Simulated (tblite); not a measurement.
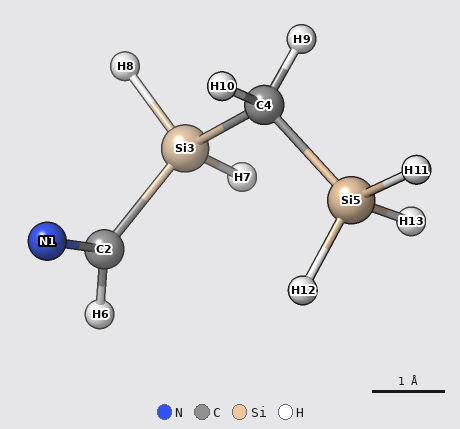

C2H8NSi2 (multiplicity 2), before the relaxation. Style: ball-and-stick. Shown at a tilt.

The calculation used GFN2-xTB geometry optimisation, gas phase in tblite 0.8.0.

```xyz
13

N    -2.5722   -1.2726   -0.0373
C    -2.0863   -0.1034   -0.7697
Si   -0.7482    0.9485   -0.0128
C     0.7076    0.0262    0.6035
Si    1.5767   -0.6824   -0.8467
H    -2.5024    0.1332   -1.7508
H    -0.3326    1.9945   -0.9933
H    -1.3295    1.7116    1.1288
H     1.3796    0.6819    1.1702
H     0.3942   -0.7754    1.3044
H     2.7553   -1.4624   -0.4082
H     0.6935   -1.5950   -1.6258
H     2.0599    0.3957   -1.7447
```

### What does the optimiser find from here?

The atom that moves furthest after the best rigid fit is N1 (1.15 Å). By element the largest moves are N 1.15 Å, H 0.99 Å, Si 0.17 Å, C 0.07 Å. Some distances before and after: N1–C2 1.463 → 1.207 Å, C2–Si3 1.863 → 1.958 Å, C4–Si5 1.833 → 1.911 Å, Si3–C4 1.830 → 1.887 Å. Among the angles between lasting bonds that change: Si3–C2–H6 121.1° → 110.7°, Si3–C4–Si5 107.8° → 115.5°, N1–C2–H6 119.8° → 126.5°. Groups turn about C2–Si3 by about 60°. Over 124 geometry steps the energy falls by 42.8 kcal/mol.

History of the run:

| step | E − E(0), kcal/mol |
| --- | --- |
| 0 | 0.00 |
| 1 | -38.55 |
| 2 | -39.58 |
| 3 | -40.17 |
| 4 | -40.37 |
| 5 | -41.15 |
| 6 | -41.28 |
| 7 | -41.40 |
| 8 | -41.51 |
| 9 | -41.62 |
| 10 | -41.70 |
| 16 | -41.88 |
| 22 | -41.97 |
| 28 | -42.03 |
| 34 | -42.05 |
| 40 | -42.05 |
| 46 | -42.07 |
| 52 | -42.09 |
| 58 | -42.14 |
| 64 | -42.19 |
| 70 | -42.28 |
| 76 | -42.35 |
| 82 | -42.44 |
| 88 | -42.57 |
| 94 | -42.67 |
| 100 | -42.70 |
| 106 | -42.72 |
| 112 | -42.74 |
| 118 | -42.78 |
| 124 | -42.78 |

Final geometry:

```xyz
13

N    -1.8861   -1.2993   -0.9553
C    -2.1118   -0.1306   -0.7547
Si   -0.7882    1.0846    0.0219
C     0.7182    0.0851    0.5616
Si    1.6307   -0.8465   -0.8358
H    -3.0448    0.3986   -0.9693
H    -0.5085    2.0601   -1.0366
H    -1.4991    1.7313    1.1344
H     1.4219    0.7500    1.0639
H     0.4042   -0.6476    1.3056
H     2.7611   -1.5623   -0.2315
H     0.7339   -1.7711   -1.5118
H     2.1642    0.1481   -1.7748
```

The end point in the same view:

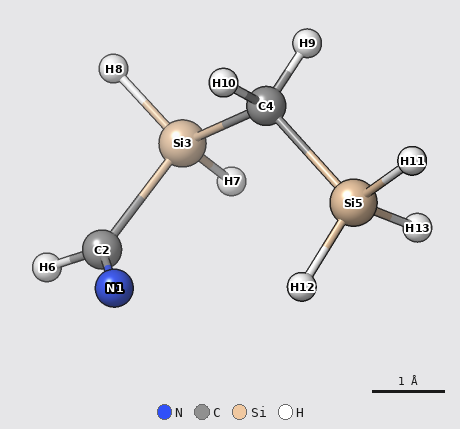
